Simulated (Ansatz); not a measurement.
## Run report: C2H5BOSe, single-point calculation

The run: single-point calculation of C2H5BOSe. Method and program: RHF-CCSD(T), frozen core/def2-TZVPP (Ansatz 0.2.0).

The geometry comes from this level: PBE0-D4/def2-TZVP.

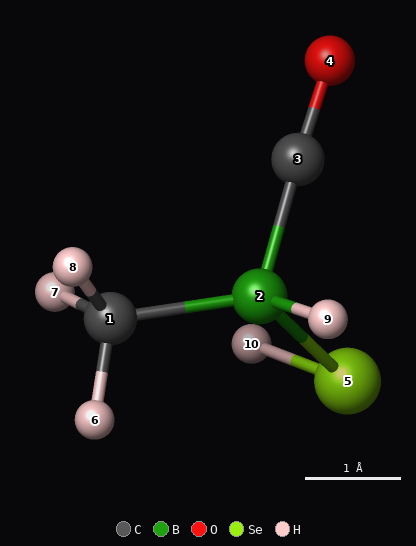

*The structure as given in the input (ball-and-stick view, seen at a tilt; atoms are numbered from 1 in the order of the input).*

## Input file
```yaml
crystal:
  periodic: [false, false, false]
  atoms:
    - {symbol: C, position_ang: [-0.656398, -0.962046, 0.496170]}
    - {symbol: B, position_ang: [-0.065833, 0.508313, 0.283903]}
    - {symbol: C, position_ang: [-0.247259, 1.085265, -1.132660]}
    - {symbol: O, position_ang: [-0.345727, 1.536905, -2.162884]}
    - {symbol: Se, position_ang: [1.987425, 0.750522, 0.346841]}
    - {symbol: H, position_ang: [-0.400589, -1.289424, 1.506324]}
    - {symbol: H, position_ang: [-0.240874, -1.694634, -0.200078]}
    - {symbol: H, position_ang: [-1.745906, -0.988385, 0.405587]}
    - {symbol: H, position_ang: [-0.507667, 1.393506, 0.983428]}
    - {symbol: H, position_ang: [2.306026, -0.391225, -0.523631]}
basis:
  gaussian: {orbitals: def2-TZVPP}
correlation: {method: ccsd_t}
```

Hardware: 4 threads of Arm Neoverse V2, 23 GiB of memory available, shared host.

Launched with:
```bash
ansatz run in.yaml --threads 4 --pin off --events-out ev --progress --plain --max-ram 10444MiB
```

## Output
```
Functional definition: HF
  name "HF"
  cite "Fock, Z. Phys. 61, 126 (1930) doi:10.1007/BF01340294"
  parent pbe
  exchange = exact_x
  correlation = 0
1483 factors; integrals over basis functions are off by at most 9.7e-4 eV
mean field evaluation 1: about -70150.6109 eV, gradient 3.6e1 eV
mean field evaluation 2: about -70150.8693 eV, gradient 3.7e1 eV
mean field evaluation 4: about -70154.1924 eV, gradient 5.5e0 eV
mean field evaluation 8: about -70154.2790 eV, gradient 3.3e-1 eV
mean field evaluation 16: about -70150.6112 eV, gradient 3.6e1 eV
mean field -70154.27972648 eV, -2578.1222276693 hartree, gradient 2.0e-6 eV, S^2 0.000000; 0 other end points of the search recorded, 0 dependent functions left out
13 core orbitals not correlated: weight in the atoms' cores, before any rotation towards them, 1.000 or more for the frozen orbitals, at most 0.000 for the correlated occupied ones
reference -70154.27972648 eV, -2578.1222276693 hartree; 19, 19 occupied and 210, 210 virtual orbitals, 1483 factors
second order -25.65748621 eV of doubles, -0.00000000 eV of singles
cycle   1  -25.48836208 eV  change    1.7e-1 eV  update   1.3e-1
cycle   2  -26.19557957 eV  change   -7.1e-1 eV  update   4.2e-2
cycle   3  -26.37242907 eV  change   -1.8e-1 eV  update   2.1e-2
cycle   4  -26.35383288 eV  change    1.9e-2 eV  update   5.0e-3
cycle   5  -26.35308018 eV  change    7.5e-4 eV  update   2.2e-3
cycle   6  -26.35364502 eV  change   -5.6e-4 eV  update   7.5e-4
cycle   7  -26.35325900 eV  change    3.9e-4 eV  update   4.7e-4
cycle   8  -26.35309815 eV  change    1.6e-4 eV  update   1.6e-4
cycle   9  -26.35316555 eV  change   -6.7e-5 eV  update   8.3e-5
cycle  10  -26.35314061 eV  change    2.5e-5 eV  update   2.8e-5
```

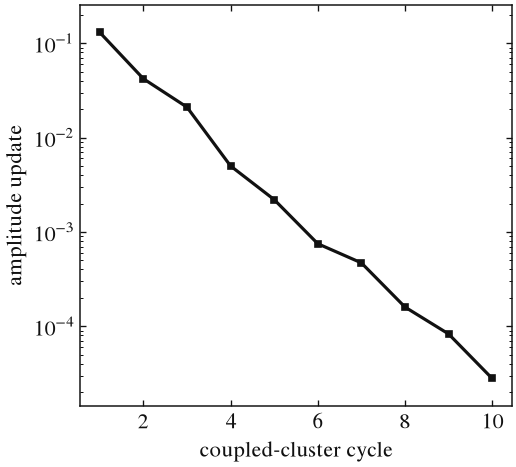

*Convergence of the coupled-cluster equations: amplitude update against the coupled-cluster cycle.*

The residual falls at every step.

```
perturbative correction -1.17148226 eV, -0.0430511789 hartree
Total energy: -70181.80434935 eV, -2579.1337389029 hartree
```

## Key numbers

```json
{"quantity": "outcome", "value": "converged"}
{"quantity": "total energy", "value": "−70181.8043 eV"}
{"quantity": "mean-field energy", "value": "−70154.2797 eV"}
{"quantity": "CCSD correlation", "value": "−26.3531 eV"}
{"quantity": "(T) correction", "value": "−1.1715 eV"}
{"quantity": "T1 diagnostic", "value": "0.013"}
{"quantity": "SCF solution under orbital rotations", "value": "stable"}
{"quantity": "wall time", "value": "2.6 min (CPU time 10 min)"}
{"quantity": "peak memory", "value": "5 GiB"}
```
